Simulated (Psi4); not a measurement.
# M06-2X/def2-SVP run of C4F6 (SMILES FC1=C(F)C(F)(F)C1(F)F)

Aim: the vertical ionisation energy of C4F6 at M06-2X/def2-SVP, from 2 runs. 

Program for the calculation: Psi4 1.11.

**1. The system as given**

C4F6 has 10 atoms, charge 0, and is taken as a singlet. SMILES: `FC1=C(F)C(F)(F)C1(F)F`. The coordinates come from a PBE0-D4/def2-TZVP relaxation.

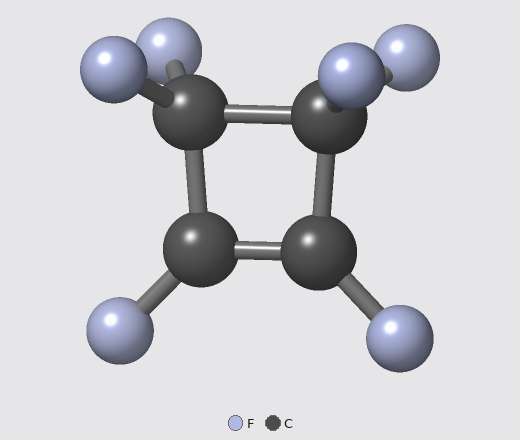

The structure, seen from a chosen angle (fluorine light blue, carbon dark grey).

**2. Energy and gradient at M06-2X/def2-SVP**

job.json reads:

```json
{
  "schema_name": "qcschema_input",
  "schema_version": 1,
  "molecule": {
    "schema_name": "qcschema_molecule",
    "schema_version": 2,
    "symbols": ["F", "C", "C", "F", "C", "F", "F", "C", "F", "F"],
    "geometry": [-0.13628705, -4.37704034, 1.44305156, -0.16542662, -2.09721805, 0.52351083, -1.14579764, -1.01765531, -1.53339937, -2.46786894, -1.80952615, -3.44886356, -0.18375697, 1.56633729, -0.90618037, -1.93069539, 3.34194286, -0.44748715, 1.51512571, 2.55768762, -2.50180842, 0.96842795, 0.29778304, 1.51055258, 0.05028561, 1.16108553, 3.70754817, 3.49595554, 0.37660352, 1.65305682],
    "molecular_charge": 0,
    "molecular_multiplicity": 1,
    "fix_symmetry": "c1",
    "fix_com": true,
    "fix_orientation": true
  },
  "driver": "gradient",
  "model": {
    "method": "m06-2x",
    "basis": "def2-SVP"
  },
  "keywords": {
    "puream": true,
    "e_convergence": 1e-09,
    "d_convergence": 1e-08,
    "scf_type": "pk",
    "dft_radial_points": 99,
    "dft_spherical_points": 590,
    "scf_properties": ["DIPOLE", "MULLIKEN_CHARGES", "WIBERG_LOWDIN_INDICES"]
  }
}
```

On the command line:

```
$ psi4 --qcschema job.json -n 1 --memory 2200MB
```

stdout:

```text
[...]
  Running in c1 symmetry.
[...]
  Nuclear repulsion =  597.085670754075636
[...]
  Multiplicity = 1
[...]
  Nalpha       = 39
  Nbeta        = 39
[...]
    Number of basis functions: 140
[...]
   @RKS iter   1:  -750.48166957240448    1.71022e-01   3.56982e-03 ADIIS/DIIS
[...]
   @RKS iter  11:  -750.57026982763909   -1.25056e-12   1.98178e-09 DIIS
[...]
    Orbital Energies [Eh]
    ---------------------
    Doubly Occupied:
       1A    -25.324773     2A    -25.324627     3A    -25.292178
       4A    -25.292158     5A    -25.292075     6A    -25.292054
       7A    -10.763792     8A    -10.763635     9A    -10.699466
      10A    -10.698478    11A     -1.433372    12A     -1.420448
      13A     -1.419031    14A     -1.410321    15A     -1.358406
      16A     -1.348127    17A     -1.051512    18A     -0.820252
      19A     -0.811154    20A     -0.737938    21A     -0.731215
      22A     -0.708801    23A     -0.700019    24A     -0.670972
      25A     -0.662682    26A     -0.659517    27A     -0.633673
      28A     -0.611015    29A     -0.597406    30A     -0.591987
      31A     -0.583100    32A     -0.565655    33A     -0.547098
      34A     -0.535642    35A     -0.521404    36A     -0.509052
[...]
  @RKS Final Energy:  -750.57026982763909
   => Energetics <=
    Nuclear Repulsion Energy =            597.0856707540756361
    One-Electron Energy =               -2226.5747455532864478
    Two-Electron Energy =                 919.3967276112878153
    DFT Exchange-Correlation Energy =     -40.4779226397161267
    Empirical Dispersion Energy =           0.0000000000000000
    VV10 Nonlocal Energy =                  0.0000000000000000
    Total Energy =                       -750.5702698276390947
[...]
 Multipole Moments:
 ------------------------------------------------------------------------------------
     Multipole            Electronic (a.u.)      Nuclear  (a.u.)        Total (a.u.)
 ------------------------------------------------------------------------------------
 L = 1.  Multiply by 2.5417464519 to convert [e a0] to [Debye]
 Dipole X            :         -1.7746449            1.5793196           -0.1953253
 Dipole Y            :         -4.2162797            3.7522592           -0.4640206
 Dipole Z            :         -1.3668436            1.2163788           -0.1504648
 Magnitude           :                                                    0.5254585
[...]
  Mulliken Charges: (a.u.)
   Center  Symbol    Alpha    Beta     Spin     Total
       1     F     4.57558  4.57558  0.00000 -0.15116
       2     C     2.90469  2.90469  0.00000  0.19062
       3     C     2.90469  2.90469  0.00000  0.19062
       4     F     4.57558  4.57558  0.00000 -0.15116
       5     C     2.81983  2.81983  0.00000  0.36034
       6     F     4.59995  4.59995  0.00000 -0.19989
       7     F     4.59995  4.59995  0.00000 -0.19991
       8     C     2.81983  2.81983  0.00000  0.36034
       9     F     4.59996  4.59996  0.00000 -0.19991
      10     F     4.59994  4.59994  0.00000 -0.19989
[...]
  -Total Gradient:
     Atom            X                  Y                   Z
    ------   -----------------  -----------------  -----------------
       1       -0.000080412499     0.000931682602    -0.000489749296
       2       -0.000734554024     0.004056709715    -0.002772704386
       3        0.002597163847     0.000383227194     0.004211851974
       4        0.000570247350     0.000223216758     0.000867172376
       5       -0.002040361115    -0.007430518708    -0.000566364347
       6       -0.002522869182     0.003914881983    -0.001376991927
       7        0.001165105435     0.003073673486    -0.003570187227
       8       -0.003515570808    -0.005785417774    -0.003724910462
       9        0.000413305340     0.000678545548     0.004791134751
      10        0.004099286181    -0.000159980184     0.002592956278
[...]
```

Run time: 1.9 min. Hardware: 1 thread of AMD EPYC 7R43 (Zen 3), shared host; peak memory 1.1 GiB.

**3. The doublet cation, same level**

run.py reads:

```python
import psi4

psi4.set_memory(2200000000)
psi4.set_num_threads(1)
psi4.core.set_output_file('psi4.out', False)

m = psi4.geometry("""
1 2
F     -0.072120    -2.316230     0.763630
C     -0.087540    -1.109800     0.277030
C     -0.606330    -0.538520    -0.811440
F     -1.305940    -0.957560    -1.825060
C     -0.097240     0.828870    -0.479530
F     -1.021680     1.768480    -0.236800
F      0.801770     1.353470    -1.323900
C      0.512470     0.157580     0.799350
F      0.026610     0.614420     1.961950
F      1.849980     0.199290     0.874760
symmetry c1
no_reorient
no_com
""")

psi4.set_options({
    'basis': 'def2-SVP',
    'reference': 'uks',
    'puream': True,
    'e_convergence': 1e-09,
    'd_convergence': 1e-08,
    'scf_type': 'pk',
    'dft_radial_points': 99,
    'dft_spherical_points': 590,
    'maxiter': 100,
})

result, w = psi4.gradient("m06-2x", molecule=m, return_wfn=True)
print('gradient / Eh bohr^-1')
print(result.np.round(6))
print(f'energy = {w.energy():.10f} Eh')
```

On the command line:

```
$ python run.py
```

psi4.out, cut to the lines that bear on the results:

```text
[...]
  Running in c1 symmetry.
[...]
  Nuclear repulsion =  597.085670725321961
[...]
  Multiplicity = 2
[...]
  Nalpha       = 39
  Nbeta        = 38
[...]
    Number of basis functions: 140
[...]
   @UKS iter   1:  -750.04575482542657    6.06936e-01   3.54797e-03 ADIIS/DIIS
[...]
   @UKS iter  14:  -750.14052035811278   -9.09495e-13   8.17205e-09 DIIS
[...]
   @S^2 Observed:                7.533606081E-01
[...]
  @UKS Final Energy:  -750.14052035811278
   => Energetics <=
    Nuclear Repulsion Energy =            597.0856707253219611
    One-Electron Energy =               -2207.7342341931698684
    Two-Electron Energy =                 900.7565750009977137
    DFT Exchange-Correlation Energy =     -40.2485318912625445
    Empirical Dispersion Energy =           0.0000000000000000
    VV10 Nonlocal Energy =                  0.0000000000000000
    Total Energy =                       -750.1405203581127807
[...]
 Multipole Moments:
[...]
  -Total Gradient:
     Atom            X                  Y                   Z
    ------   -----------------  -----------------  -----------------
       1        0.004036470016    -0.049740136459     0.025762991844
       2       -0.033283902625     0.110084357167    -0.097860161238
       3        0.075521857865    -0.009727801985     0.130397653060
       4       -0.030087651804    -0.012159122271    -0.045830077031
       5       -0.012025042456    -0.069295788188     0.006304988369
       6       -0.009485755460     0.027792858083    -0.000014310265
       7        0.012977146045     0.022678879810    -0.013401276895
       8       -0.035446315288    -0.043490720604    -0.042877971585
       9        0.002645178466     0.014435262580     0.025438778818
      10        0.025104831482     0.009321360997     0.012045786080
[...]
```

On the terminal:

```text
gradient / Eh bohr^-1
[[ 4.03600e-03 -4.97400e-02  2.57630e-02]
 [-3.32840e-02  1.10084e-01 -9.78600e-02]
 [ 7.55220e-02 -9.72800e-03  1.30398e-01]
 [-3.00880e-02 -1.21590e-02 -4.58300e-02]
 [-1.20250e-02 -6.92960e-02  6.30500e-03]
 [-9.48600e-03  2.77930e-02 -1.40000e-05]
 [ 1.29770e-02  2.26790e-02 -1.34010e-02]
 [-3.54460e-02 -4.34910e-02 -4.28780e-02]
 [ 2.64500e-03  1.44350e-02  2.54390e-02]
 [ 2.51050e-02  9.32100e-03  1.20460e-02]]
energy = -750.1405203581 Eh
```

It took 3.5 min on 1 thread of AMD EPYC 7R43 (Zen 3), shared host; peak memory 1.1 GiB.

**4. Outcome**

Level: M06-2X/def2-SVP.

| quantity | value |
| --- | --- |
| singlet C4F6: total energy | -750.57027 Eh |
| singlet C4F6: dipole moment | 1.34 D |
| singlet C4F6: HOMO energy | -10.35 eV |
| singlet C4F6: LUMO energy | 0.07 eV |
| singlet C4F6: HOMO–LUMO gap | 10.43 eV |
| singlet C4F6: largest force on an atom | 0.397 eV/Å |
| doublet cation: total energy | -750.14052 Eh |
| doublet cation: HOMO energy (highest over α and β) | -17.62 eV |
| doublet cation: LUMO energy (lowest over α and β) | -12.90 eV |
| doublet cation: ⟨S²⟩ | 0.753 |
| doublet cation: largest force on an atom | 7.765 eV/Å |
| vertical ionisation energy (to the doublet cation) | 11.694 eV |

What this shows: The vertical ionisation energy comes to 11.69 eV (270 kcal/mol). The largest force (singlet C4F6) is 0.40 eV/Å: the shape isn't a stationary point for this species at this level. −ε(HOMO) before ionisation, 10.35 eV, is 1.34 eV below this ionisation energy.
